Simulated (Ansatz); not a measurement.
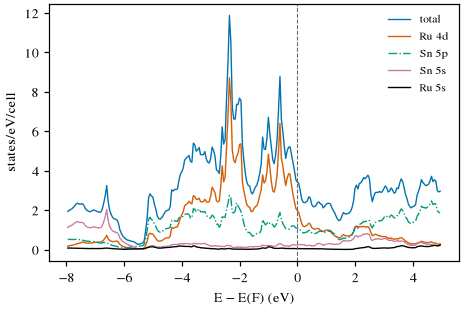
Total and projected density of states of Sn2Ru in space group I4/mcm (No. 140; Sn on 8h, Ru on 4a), DFT-r²SCAN in the program Ansatz with PAW potentials

Task: Which orbitals carry the states next to the Fermi level?

Result: Within 0.5 eV of the Fermi level: Ru 4d 62 %, Sn 5p 28 %, Sn 5s 6 %. Projections are on Löwdin-orthogonalised atomic valence shells; empty p or d shells of many metals are not among them.

Task: Where is the tallest occupied peak in this window, and what makes it?

Result: Near -2.3 eV, about 12 states/eV per cell; the largest projected share is Ru 4d.

The workflow started from an entry of the Crystallography Open Database (COD). Its standing as an ambient phase is unchecked. The cell was relaxed with r²SCAN under the symmetry of its start; its stability against distortions is not shown here. The run is not spin-polarised. Spin–orbit coupling is left out wherever it is not named.

Potentials: the later of the program's two PAW sets.
